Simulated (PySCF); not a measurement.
## A study: F₂H₂Si, SMILES `F[SiH2]F`

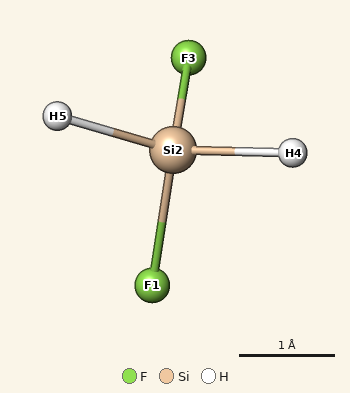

The molecule, with its atoms numbered as below. No frequency check shows the geometry to be a minimum.

Cartesian coordinates (Å):

```
F1       1.2472    0.5091    0.0003
Si2      0.0000   -0.4835    0.0000
F3      -1.2472    0.5091   -0.0003
H4      -0.0024   -1.1972    1.2539
H5       0.0024   -1.1972   -1.2539
```

### 1. Bonding charge

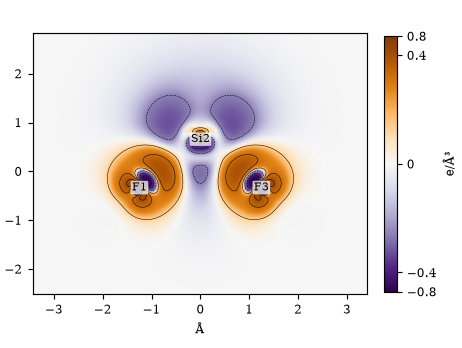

Deformation density (molecule less spherical, spin-averaged free atoms) in the plane of F1, Si2 and F3; colour scale in e/Å³, logarithmic beyond ±0.1; orange: gain, purple: loss.

Computed with PySCF, ωB97X/def2-TZVP, geometry: GFN2-xTB.

Question: How much density has each bond in this plane gained at its critical point, relative to the free atoms?

Answer: F1–Si2 and Si2–F3: +0.08 e/Å³ at the bond critical point (bond length 1.59 Å, Mayer order 1.1); up to 0.6 Å beside the axis the gain reaches +0.37 e/Å³. In all, 1.3 electrons gather in the regions of gain relative to the promolecule. A small or negative value marks a very polar bond, one between electron-rich atoms, whose free-atom densities already overlap strongly, a long bond to a heavier atom, or a closed-shell contact such as a hydrogen bond.

Question: Where do the Hirshfeld charges lie?

Answer: The highest Hirshfeld charge is on Si2 (+0.53 e), the lowest on F1 and F3 (−0.20 e).

### 2. Bond critical points

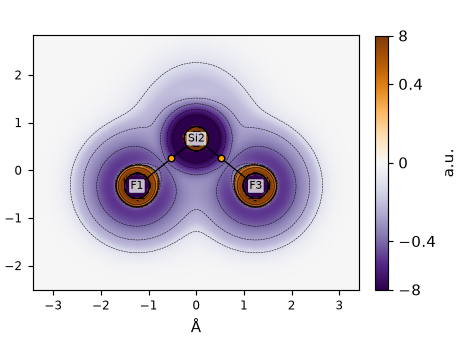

Negative Laplacian of the density (−∇²ρ) in the plane of F1, Si2 and F3 (orange positive, purple negative, colour scale in a.u., logarithmic beyond ±0.04), with bond paths and bond critical points (dots).

Question: Sort the bonds in the plane by the sign of ∇²ρ at their critical points.

Answer: At none is it concentrated. Depleted (∇²ρ > 0): F1–Si2 and Si2–F3 (+1.02 a.u., H = −0.041).

Question: Where along F1–Si2 does the critical point lie?

Answer: 0.93 Å from F1 and 0.67 Å from Si2.

### 3. Local ionisation energy

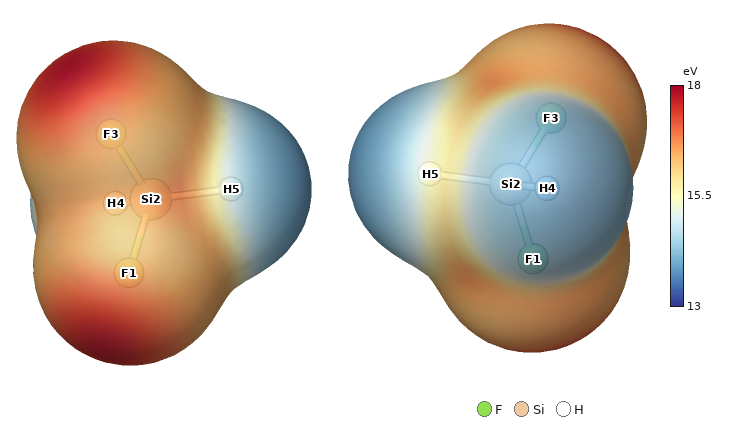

Average local ionisation energy on the surface of electron density 0.001 a.u. (back view left, front view right).

Question: Where are the most loosely bound electrons on this surface?

Answer: The lowest value is 13.9 eV, 1.4 Å from H5, and at like points elsewhere. Further minima include 16.2 eV, 1.7 Å from F1, and at like points elsewhere. For comparison, the highest occupied orbital lies at −12.6 eV.

### 4. In an electric field

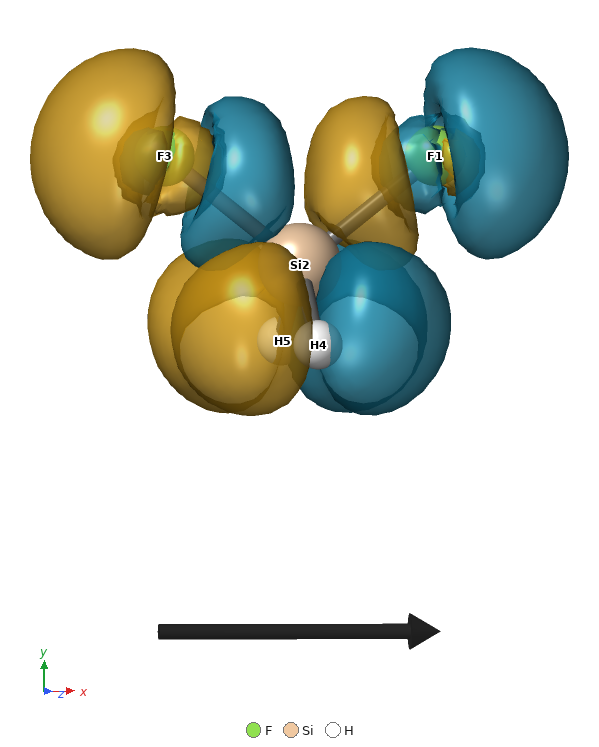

Change of the electron density in a uniform field of 0.21 V/Å along +x (arrow), surfaces at ±0.001 e/Å³ (yellow: gain, teal: loss).

Computed with PySCF, ωB97X/def2-TZVP, geometry: GFN2-xTB. A basis without diffuse functions makes polarisabilities too small.

Question: How large is the response?

Answer: The induced dipole is 0.22 D (along the field); α along this axis, from the fields in both directions, is 22 bohr³ (3.3 Å³).

Question: Which atoms gain and lose the most charge?

Answer: Electrons gather most on F3 (Hirshfeld charge changes by −0.006 e) and leave F1 most (+0.006 e); 0.026 electrons are displaced in all.

### 5. Removing or adding an electron

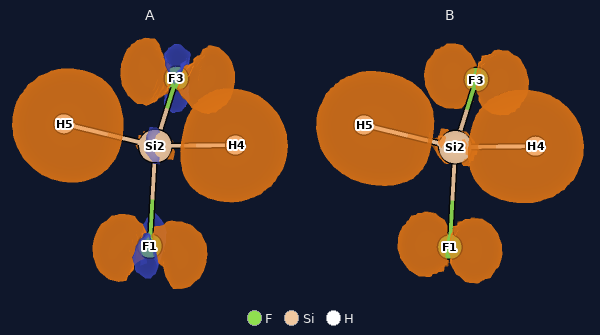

The Fukui function f⁻ from two separate SCF calculations and the density of the HOMO, at ±0.04 e/Å³ (orange positive, blue negative).

Method: ωB97X/def2-TZVP; geometry: GFN2-xTB; program: PySCF.

Question: Which panel is which, and how good is the frozen-orbital picture?

Answer: A is f⁻ (it has negative regions), B the HOMO density. The HOMO lies on Si2 (31 %), H4 and H5 (23 % each) and F1 and F3 (12 % each); f⁻ (Hirshfeld-condensed) is largest on Si2 (0.28) and H4 and H5 (0.22 each); the vertical ionisation energy is 13.11 eV. Relaxation shifts 5 % of the electron between atoms. The orbital energy is −12.62 eV.
